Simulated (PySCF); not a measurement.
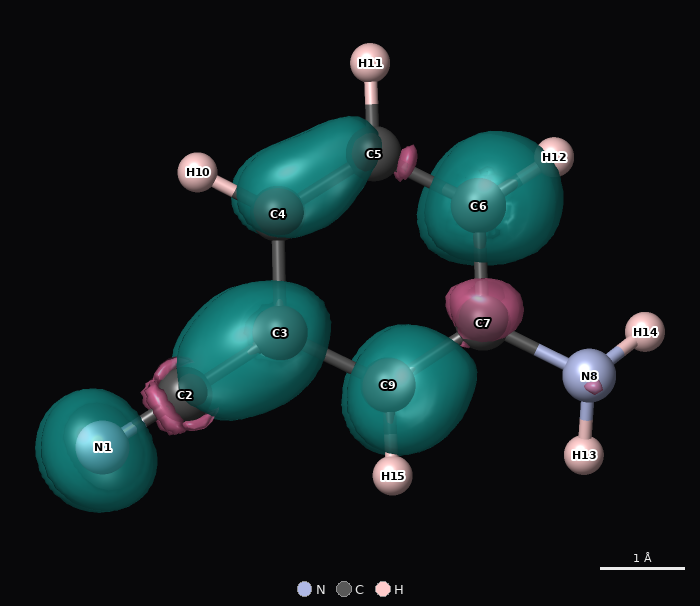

The picture shows: C7H6N2 (SMILES [N-]=[C]c1cccc(N)c1) (charge −1, doublet). Isosurfaces of the spin density at +0.015 (teal) and −0.015 e/Å³ (pink), seen across its widest extent.

Geometry: GFN2-xTB.

Level of theory: UKS B3LYP, pcH-1 on C H N, non-relativistic, mean-field spin-orbit, GIAO (PySCF 2.14.0, density-fitted response routines).

| atom | x (Å) | y (Å) | z (Å) |
| --- | --- | --- | --- |
| N | -3.0369 | -2.4973 | -0.0574 |
| C | -2.2091 | -1.6645 | -0.0182 |
| C | -1.2453 | -0.6920 | 0.0210 |
| C | -1.5841 | 0.6994 | 0.0310 |
| C | -0.6124 | 1.6542 | 0.0537 |
| C | 0.7540 | 1.3153 | 0.0669 |
| C | 1.1101 | -0.0469 | 0.0675 |
| N | 2.4898 | -0.3917 | 0.1462 |
| C | 0.1563 | -1.0250 | 0.0369 |
| H | -2.6337 | 0.9748 | 0.0151 |
| H | -0.8872 | 2.7064 | 0.0559 |
| H | 1.5190 | 2.0815 | 0.0834 |
| H | 2.6607 | -1.3214 | -0.2196 |
| H | 3.0718 | 0.2873 | -0.3310 |
| H | 0.4425 | -2.0722 | 0.0268 |

> Which atoms carry the spin?

The unpaired spin (1 electron) lies mostly on C6 (about 0.2), C3 (about 0.2), N1 (about 0.2), C9 (about 0.2) and C4 (about 0.1), in electrons by Hirshfeld's partition.
